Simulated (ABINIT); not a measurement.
## Ba2TaBiO6 (R-3): one start, several treatments of the self-energy

Aim: compare treatments of exchange, screening and correlation for the gap of Ba2TaBiO6 (R-3).

Main program and level: ABINIT 10.8.3; LDA and many-body steps on it, plane waves.

## (1) The structure

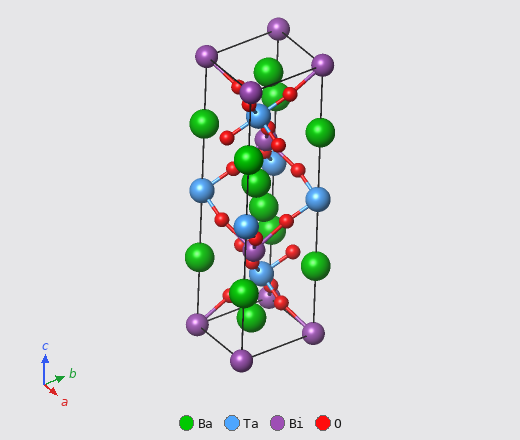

The starting structure, seen slightly off an axis (barium green, tantalum blue, bismuth purple, oxygen red). This picture shows the conventional cell, with its axes. Bonds to atoms that aren't drawn are left out. Some periodic images of atoms are drawn too.

The cell and positions are those that the Materials Project relaxed with its own functionals (PBE, PBE+U or r2SCAN), kept fixed. Spin-orbit coupling is left out unless a step names it.

## (2) Empty states on the mesh, 2×2×2 mesh, 293 bands

This step: ABINIT 10.8.3; DFT, LDA, plane waves, norm-conserving pseudopotentials.

The sums over transitions need many empty states on a uniform mesh; this step solves for them.

The input, run.abi:

```
acell 3*1.0 Angstrom
rprim 
  3.075626834241 1.775713980676 4.956223105800
  -3.075626834241 1.775713980676 4.956223105800
  0.000000000000 -3.551427961352 4.956223105800
ntypat 4
znucl 56 73 83 8
natom 10
typat 1 1 2 3 4 4 4 4 4 4
xred 
  0.748816000000 0.748816000000 0.748816000000
  0.251184000000 0.251184000000 0.251184000000
  0.500000000000 0.500000000000 0.500000000000
  0.000000000000 0.000000000000 0.000000000000
  0.725510000000 0.218856000000 0.322035000000
  0.218856000000 0.322035000000 0.725510000000
  0.322035000000 0.725510000000 0.218856000000
  0.274490000000 0.781144000000 0.677965000000
  0.677965000000 0.274490000000 0.781144000000
  0.781144000000 0.677965000000 0.274490000000
pp_dirpath "pseudos"
pseudos "Ba.upf, Ta.upf, Bi.upf, O.upf"
ecut 36
ngkpt 2 2 2
nshiftk 1
shiftk 0 0 0
kptopt 1
chksymbreak 0
iscf -2
irdden 1
istwfk *1
nband 293
nbdbuf 26
tolwfr 1e-09
nstep 60
prtvol 0
indata_prefix "in"
outdata_prefix "out"
tmpdata_prefix "tmp"
```

The run is started by

```sh
$ OMP_NUM_THREADS=1 mpirun -n 8 abinit run.abi > log
```

Numbers of over 12 decimals in the logs are rounded to 6 here.

Output:

```text
.Version 10.8.3 of ABINIT. v10.8.2 released Aug 2026.

 Symmetries : space group R-3 (#148); Bravais hR (rhombohedral)
[... echo of the input left out ...]
== DATASET  1 ==================================================================
-   mpi_nproc: 8, omp_nthreads: 1 (-1 if OMP is not activated)
-    --> not optimal distribution: autoparal keyword recommended in input file <--

--- !DatasetInfo
iteration_state: {dtset: 1, }
dimensions: {natom: 10, nkpt: 4, mband: 293, nsppol: 1, nspinor: 1, nspden: 1, mpw: 11312, }
cutoff_energies: {ecut:  36.0, pawecutdg:  -1.0, }
[...]
2.57267    2.57267    2.58102    2.58795    2.58870    2.58870    2.60847    2.62449
   2.62461    2.63130    2.63130    2.63600    2.63600    2.66230    2.66713    2.67890
   2.67896    2.69597    2.69661    2.69814    2.69950
 prteigrs : prtvol=0 or 1, do not print more k-points.

== END DATASET(S) ==============================================================
================================================================================

 -outvars: echo values of variables after computation  --------
            nband         293
             nkpt           4
          spgroup         148
 [... the other variables as echoed above ...]

 Calculation completed.
```

Wall time 3.8 min (8 MPI ranks of Intel Xeon 6975P-C (Granite Rapids), shared host); peak memory 0.98 GiB; 30 min of CPU time.

This step gave:

```yaml
gap: 2.566 eV
k_of_the_valence_top: 0.5, 0.5, 0.5
k_of_the_conduction_bottom: 0.5, 0, 0
least_direct_gap: 2.595 eV
k_points_computed: 4
lowest_point_of_the_top_converged_band_above_the_valence_top: 63.1277 eV
```

On this mesh the gap is 2.566 eV.

The density comes from a self-consistent run that is not shown.

## (3) Screening, 2×2×2 mesh, 267 bands, screening to 152.4 eV

The RPA dielectric matrix is built and inverted for each q.

This step: RPA screening on LDA, plane waves, norm-conserving pseudopotentials.

run.abi, as its differences from that of step 2:

```diff
@@ -28,10 +28,11 @@
 chksymbreak 0
-iscf -2
-irdden 1
 istwfk *1
-nband 293
-nbdbuf 26
-tolwfr 1e-09
-nstep 60
-prtvol 0
+occopt 1
+irdwfk 1
+optdriver 3
+nband 267
+ecuteps 5.6
+inclvkb 2
+awtr 1
+symchi 1
 indata_prefix "in"
```

Output:

```text
.Version 10.8.3 of ABINIT. v10.8.2 released Aug 2026.

 Symmetries : space group R-3 (#148); Bravais hR (rhombohedral)
[... echo of the input left out ...]
== DATASET  1 ==================================================================
-   mpi_nproc: 8, omp_nthreads: 1 (-1 if OMP is not activated)

--- !DatasetInfo
iteration_state: {dtset: 1, }
dimensions: {natom: 10, nkpt: 4, mband: 267, nsppol: 1, nspinor: 1, nspden: 1, mpw: 11312, }
cutoff_energies: {ecut:  36.0, pawecutdg:  -1.0, }
electrons: {nelect:   8.40000000E+01, charge:   0.00000000E+00, occopt:   1.00000000E+00, tsmear:   1.00000000E-02, }

 SCREENING: Calculation of the susceptibility and dielectric matrices

 Based on a program developped by R.W. Godby, V. Olevano, G. Onida, and L. Reining.
 Incorporated in ABINIT by V. Olevano, G.-M. Rignanese, and M. Torrent.
.Using double precision arithmetic ; gwpc =  8

[... cell and pseudopotentials left out ...]
--------------------------------------------------------------------------------

 ==== K-mesh for the wavefunctions ====
 Number of points in the irreducible wedge :     4
[... list of points left out ...]
 Together with  6 symmetry operations and time-reversal symmetry
 yields     8 points in the full Brillouin Zone.

 ==== Q-mesh for the screening function ====
 Number of points in the irreducible wedge :     4
[... list of points left out ...]
 Together with  6 symmetry operations and time-reversal symmetry
 yields     8 points in the full Brillouin Zone.

 setmesh: FFT mesh size selected  =    45x   45x   45
          total number of points  =        91125

 vcoul_init : cutoff-mode = AUXILIARY_FUNCTION
 q-points for optical limit:   1
     1)      0.000010    0.000020    0.000030

- screening: taking advantage of time-reversal symmetry
- Maximum band index for partially occupied states nbvw = 42
- Remaining bands to be divided among processors   nbcw = 225
- Number of bands treated by each node ~28

 Number of electrons calculated from density =   84.0000; Expected =   84.0000
 average of density, n =  0.076643
 r_s =    1.4604
 omega_plasma =   26.7050 [eV]

 calculating chi0 at frequencies [eV] :
  1    0.000000E+00    0.000000E+00
  2    0.000000E+00    2.670500E+01

--------------------------------------------------------------------------------
  q-point number  1        q = ( 0.000000, 0.000000, 0.000000) [r.l.u.]
--------------------------------------------------------------------------------
[... chi0 elements left out ...]
 For q-point:  0.000010 0.000020 0.000030
  dielectric constant =   6.5523
  dielectric constant without local fields =   7.1906

  Average fulfillment of the sum rule on Im[epsilon] for q-point    1 :     74.46  [%]
[... wings left out ...]
  q-point number  2        q = ( 0.500000, 0.000000, 0.000000) [r.l.u.]
--------------------------------------------------------------------------------
[... chi0 elements left out ...]
  Average fulfillment of the sum rule on Im[epsilon] for q-point    2 :     80.64  [%]

 [... 2 further q-points ...]
```

It took 2 min on 8 MPI ranks; peak memory 6 GiB.

Numbers from this step:

```yaml
eps_infinity_with_local_fields_on_this_mesh_along_the_program_s_q_direction: 6.552
the_same_without_local_fields: 7.191
plasma_frequency: 26.70 eV
plane_waves_in_the_screening_matrix: 711
```

Local fields lower ε∞ by 9 %. On a Γ-centred mesh this coarse the value itself is usually too large, while a short band sum pulls it down.

## (4) G0W0, Godby-Needs plasmon pole

The self-energy is evaluated for the states that the input lists, and the levels follow from it, in one-shot runs by the linearised quasiparticle equation.

This step: G0W0 on LDA, plane waves, norm-conserving pseudopotentials.

run.abi, as its differences from that of step 3:

```diff
@@ -31,8 +31,19 @@
 irdwfk 1
-optdriver 3
+optdriver 4
 nband 267
+gwcalctyp 0
+ecutsigx 36
+symsigma 1
+nkptgw 3
+kptgw 
+  0.5000000000 0.5000000000 0.5000000000
+  0.5000000000 0.0000000000 0.0000000000
+  0.0000000000 0.0000000000 0.0000000000
+bdgw 
+  41 45
+  41 44
+  40 44
 ecuteps 5.6
-inclvkb 2
-awtr 1
-symchi 1
+irdscr 1
+ppmodel 1
 indata_prefix "in"
```

Output:

```text
.Version 10.8.3 of ABINIT. v10.8.2 released Aug 2026.

 Symmetries : space group R-3 (#148); Bravais hR (rhombohedral)
[... echo of the input left out ...]
== DATASET  1 ==================================================================
-   mpi_nproc: 8, omp_nthreads: 1 (-1 if OMP is not activated)

--- !DatasetInfo
iteration_state: {dtset: 1, }
dimensions: {natom: 10, nkpt: 4, mband: 267, nsppol: 1, nspinor: 1, nspden: 1, mpw: 11312, }
cutoff_energies: {ecut:  36.0, pawecutdg:  -1.0, }
electrons: {nelect:   8.40000000E+01, charge:   0.00000000E+00, occopt:   1.00000000E+00, tsmear:   1.00000000E-02, }

 SIGMA: Calculation of the GW corrections

 Based on a program developped by R.W. Godby, V. Olevano, G. Onida, and L. Reining.
 Incorporated in ABINIT by V. Olevano, G.-M. Rignanese, and M. Torrent.
.Using double precision arithmetic ; gwpc =  8

[... cell and pseudopotentials left out ...]
--------------------------------------------------------------------------------

 ==== K-mesh for the wavefunctions ====
 Number of points in the irreducible wedge :     4
[... list of points left out ...]
 Together with  6 symmetry operations and time-reversal symmetry
 yields     8 points in the full Brillouin Zone.

 ==== Q-mesh for screening function ====
 Number of points in the irreducible wedge :     4
[... list of points left out ...]
 Together with  6 symmetry operations and time-reversal symmetry
 yields     8 points in the full Brillouin Zone.

 vcoul_init : cutoff-mode = AUXILIARY_FUNCTION
 q-points for optical limit:   1
     1)      0.000010    0.000020    0.000030
 setmesh: FFT mesh size selected  =    64x   64x   64
          total number of points  =       262144

 Number of electrons calculated from density =   84.0000; Expected =   84.0000
 average of density, n =  0.076643
 r_s =    1.4604
 omega_plasma =   26.7050 [eV]

 === KS Band Gaps ===
  >>>> For spin  1
   Minimum direct gap =   2.5944 [eV], located at k-point      :   0.5000  0.0000  0.0000
   Fundamental gap    =   2.5660 [eV], Top of valence bands at :   0.5000  0.5000  0.5000
                                       Bottom of conduction at :   0.5000  0.0000  0.0000
 SIGMA fundamental parameters:
 PLASMON POLE MODEL  1
 number of plane-waves for SigmaX                11299
 number of plane-waves for SigmaC and W            711
 number of plane-waves for wavefunctions         11299
 number of bands                                   267
 number of independent spin polarizations            1
 number of spinorial components                      1
 number of k-points in IBZ                           4
 number of q-points in IBZ                           4
 number of symmetry operations                       6
 number of k-points in BZ                            8
 number of q-points in BZ                            8
 number of frequencies for dSigma/dE                 9
 frequency step for dSigma/dE [eV]                0.25
 number of omega for Sigma on real axis              0
 max omega for Sigma on real axis  [eV]           0.00
 zcut for avoiding poles [eV]                     0.10

 EPSILON^-1 parameters (SCR file):
 dimension of the eps^-1 matrix on file            711
 dimension of the eps^-1 matrix used               711
 number of plane-waves for wavefunctions         11299
 number of bands                                   267
 number of q-points in IBZ                           4
 number of frequencies                               2
 number of real frequencies                          1
 number of imag frequencies                          1

 matrix elements of self-energy operator (all in [eV])

 Perturbative Calculation

--- !SelfEnergy_ee
iteration_state: {dtset: 1, }
kpoint     : [   0.500,    0.500,    0.500, ]
spin       : 1
KS_gap     :    2.705
QP_gap     :    3.766
Delta_QP_KS:    1.062
data: !SigmaeeData |
     Band     E0 <VxcDFT>   SigX SigC(E0)      Z dSigC/dE  Sig(E)    E-E0       E
       41   4.319 -18.520 -23.380   4.820   0.764  -0.308 -18.550  -0.030   4.289
       42   5.829 -19.904 -23.138   3.383   0.784  -0.275 -19.787   0.117   5.946
       43   8.534 -14.126  -9.278  -3.416   0.823  -0.215 -12.948   1.179   9.713
       44   8.985 -14.588  -9.738  -3.364   0.822  -0.217 -13.367   1.221  10.206
       45   8.985 -14.588  -9.738  -3.364   0.822  -0.217 -13.367   1.221  10.206

--- !SelfEnergy_ee
iteration_state: {dtset: 1, }
kpoint     : [   0.500,    0.000,    0.000, ]
spin       : 1
KS_gap     :    2.594
QP_gap     :    3.664
Delta_QP_KS:    1.069
data: !SigmaeeData |
     Band     E0 <VxcDFT>   SigX SigC(E0)      Z dSigC/dE  Sig(E)    E-E0       E
       41   4.596 -18.752 -23.459   4.719   0.765  -0.307 -18.743   0.010   4.606
[...]
--- !SelfEnergy_ee
iteration_state: {dtset: 1, }
kpoint     : [   0.000,    0.000,    0.000, ]
spin       : 1
KS_gap     :    3.957
QP_gap     :    4.845
Delta_QP_KS:    0.888
data: !SigmaeeData |
     Band     E0 <VxcDFT>   SigX SigC(E0)      Z dSigC/dE  Sig(E)    E-E0       E
[...]
42   5.059 -19.192 -23.294   4.203   0.771  -0.298 -19.114   0.077   5.136
       43   9.016 -13.028  -8.888  -2.974   0.828  -0.208 -12.062   0.966   9.982
       44   9.195 -15.313  -9.486  -3.918   0.813  -0.230 -13.762   1.551  10.746

== END DATASET(S) ==============================================================
================================================================================

 -outvars: echo values of variables after computation  --------
           etotal      0.0000000000E+00
            nband         267
             nkpt           4
          spgroup         148
 [... the other variables as echoed above ...]

 Calculation completed.
```

Elapsed: 74 s, on 8 MPI ranks; peak memory 3.8 GiB; 9.8 min of CPU time.

This step gave:

```
G0W0 gap on the points computed              : 3.628 eV
starting gap on the mesh                     : 2.566 eV
k of the valence top                         : 0.5, 0.5, 0.5
k of the conduction bottom                   : 0.5, 0, 0
Z at the valence top                         : 0.784
Z at the conduction bottom                   : 0.825
least direct G0W0 gap on the computed points : 3.663 eV
```

The gap on the mesh goes from 2.57 eV to 3.63 eV, a correction of +1.06 eV.

## (5) G0W0, Hybertsen-Louie plasmon pole

run.abi, as its differences from that of step 4:

```diff
@@ -47,3 +47,3 @@
 irdscr 1
-ppmodel 1
+ppmodel 2
 indata_prefix "in"
```

Output:

```text
.Version 10.8.3 of ABINIT. v10.8.2 released Aug 2026.

 Symmetries : space group R-3 (#148); Bravais hR (rhombohedral)
[... echo of the input left out ...]
== DATASET  1 ==================================================================
-   mpi_nproc: 8, omp_nthreads: 1 (-1 if OMP is not activated)

--- !DatasetInfo
iteration_state: {dtset: 1, }
dimensions: {natom: 10, nkpt: 4, mband: 267, nsppol: 1, nspinor: 1, nspden: 1, mpw: 11312, }
cutoff_energies: {ecut:  36.0, pawecutdg:  -1.0, }
electrons: {nelect:   8.40000000E+01, charge:   0.00000000E+00, occopt:   1.00000000E+00, tsmear:   1.00000000E-02, }

 SIGMA: Calculation of the GW corrections

 Based on a program developped by R.W. Godby, V. Olevano, G. Onida, and L. Reining.
 Incorporated in ABINIT by V. Olevano, G.-M. Rignanese, and M. Torrent.
.Using double precision arithmetic ; gwpc =  8

[... cell and pseudopotentials left out ...]
--------------------------------------------------------------------------------

 ==== K-mesh for the wavefunctions ====
 Number of points in the irreducible wedge :     4
[... list of points left out ...]
 Together with  6 symmetry operations and time-reversal symmetry
 yields     8 points in the full Brillouin Zone.

 ==== Q-mesh for screening function ====
 Number of points in the irreducible wedge :     4
[... list of points left out ...]
 Together with  6 symmetry operations and time-reversal symmetry
 yields     8 points in the full Brillouin Zone.

 vcoul_init : cutoff-mode = AUXILIARY_FUNCTION
 q-points for optical limit:   1
     1)      0.000010    0.000020    0.000030
 setmesh: FFT mesh size selected  =    64x   64x   64
          total number of points  =       262144

 Number of electrons calculated from density =   84.0000; Expected =   84.0000
[...]
number of plane-waves for wavefunctions         11299
 number of bands                                   267
 number of q-points in IBZ                           4
 number of frequencies                               2
 number of real frequencies                          1
 number of imag frequencies                          1

 matrix elements of self-energy operator (all in [eV])

 Perturbative Calculation

--- !SelfEnergy_ee
iteration_state: {dtset: 1, }
kpoint     : [   0.500,    0.500,    0.500, ]
spin       : 1
KS_gap     :    2.705
QP_gap     :    3.946
Delta_QP_KS:    1.241
data: !SigmaeeData |
     Band     E0 <VxcDFT>   SigX SigC(E0)      Z dSigC/dE  Sig(E)    E-E0       E
       41   4.319 -18.520 -23.380   4.236   0.829  -0.207 -19.038  -0.517   3.802
       42   5.829 -19.904 -23.138   3.067   0.840  -0.190 -20.044  -0.140   5.689
       43   8.534 -14.126  -9.278  -3.573   0.863  -0.158 -13.025   1.101   9.635
[...]
--- !SelfEnergy_ee
iteration_state: {dtset: 1, }
kpoint     : [   0.500,    0.000,    0.000, ]
spin       : 1
KS_gap     :    2.594
QP_gap     :    3.830
Delta_QP_KS:    1.235
data: !SigmaeeData |
     Band     E0 <VxcDFT>   SigX SigC(E0)      Z dSigC/dE  Sig(E)    E-E0       E
[...]
--- !SelfEnergy_ee
iteration_state: {dtset: 1, }
kpoint     : [   0.000,    0.000,    0.000, ]
spin       : 1
KS_gap     :    3.957
QP_gap     :    5.091
Delta_QP_KS:    1.134
data: !SigmaeeData |
     Band     E0 <VxcDFT>   SigX SigC(E0)      Z dSigC/dE  Sig(E)    E-E0       E
[...]
43   9.016 -13.028  -8.888  -3.215   0.864  -0.157 -12.228   0.800   9.816
       44   9.195 -15.313  -9.486  -3.983   0.860  -0.162 -13.727   1.586  10.781

== END DATASET(S) ==============================================================
================================================================================

 -outvars: echo values of variables after computation  --------
           etotal      0.0000000000E+00
            nband         267
             nkpt           4
          spgroup         148
 [... the other variables as echoed above ...]

 Calculation completed.
```

Run time: 95 s. Hardware: 8 MPI ranks; peak memory 3.6 GiB.

This step gave:

```yaml
g0w0_gap_on_the_points_computed: 3.797 eV
starting_gap_on_the_mesh: 2.566 eV
k_of_the_valence_top: 0.5, 0.5, 0.5
k_of_the_conduction_bottom: 0.5, 0, 0
z_at_the_valence_top: 0.84
z_at_the_conduction_bottom: 0.864
least_direct_g0w0_gap_on_the_computed_points: 3.830 eV
```

Against G0W0 in ABINIT (2×2×2 mesh, 267 bands, screening to 152.4 eV, Godby-Needs plasmon pole), the gap moves by +0.169 eV.

## (6) G0W0, von der Linden-Horsch plasmon pole

run.abi, as its differences from that of step 5:

```diff
@@ -47,3 +47,3 @@
 irdscr 1
-ppmodel 2
+ppmodel 3
 indata_prefix "in"
```

Output:

```text
.Version 10.8.3 of ABINIT. v10.8.2 released Aug 2026.

 Symmetries : space group R-3 (#148); Bravais hR (rhombohedral)
[... echo of the input left out ...]
== DATASET  1 ==================================================================
-   mpi_nproc: 8, omp_nthreads: 1 (-1 if OMP is not activated)

--- !DatasetInfo
iteration_state: {dtset: 1, }
dimensions: {natom: 10, nkpt: 4, mband: 267, nsppol: 1, nspinor: 1, nspden: 1, mpw: 11312, }
cutoff_energies: {ecut:  36.0, pawecutdg:  -1.0, }
[...]
Band     E0 <VxcDFT>   SigX SigC(E0)      Z dSigC/dE  Sig(E)    E-E0       E
[...]
43   9.016 -13.028  -8.888  -3.207   0.877  -0.141 -12.210   0.818   9.834
       44   9.195 -15.313  -9.486  -4.124   0.867  -0.154 -13.838   1.475  10.670

== END DATASET(S) ==============================================================
================================================================================

 -outvars: echo values of variables after computation  --------
           etotal      0.0000000000E+00
            nband         267
             nkpt           4
          spgroup         148
 [... the other variables as echoed above ...]

 Calculation completed.
```

Elapsed: 31 s, on 8 MPI ranks; peak memory 3.2 GiB; 4.1 min of CPU time.

This step gave:

* G0W0 gap on the points computed: 3.601 eV
* starting gap on the mesh: 2.566 eV
* k of the valence top: 0.5, 0.5, 0.5
* k of the conduction bottom: 0.5, 0, 0
* least direct G0W0 gap on the computed points: 3.637 eV

Against G0W0 in ABINIT (2×2×2 mesh, 267 bands, screening to 152.4 eV, Godby-Needs plasmon pole), the gap moves by −0.027 eV.

(Part 1 of 3 ends here.)

[Paths, hosts, dates, memory and timing lines, banners, echoed tables and standing remarks are left out of the program output.]

[Logs are printed without paths, hosts, clocks, repeated set-up lines and the standing remarks that a program may print on its own settings, such as how far it seeks lower states.]

[Runs of the session that timed out or met a known fault of the program may be left out.]

[Hosts, paths, dates, database ids (printed as entryN), source tags and the programs' standing remarks are cut or masked in the printed files.]

[G0W0 gaps are taken among the corrected bands and points alone; a level outside them can change the order at an edge.]

[Where Ansatz stands beside ABINIT at settings called matched, ABINIT's density can come from a denser mesh and the files from another edition; pairs whose starting gaps differed by over 0.03 eV were left out, so agreement reads better than it is.]
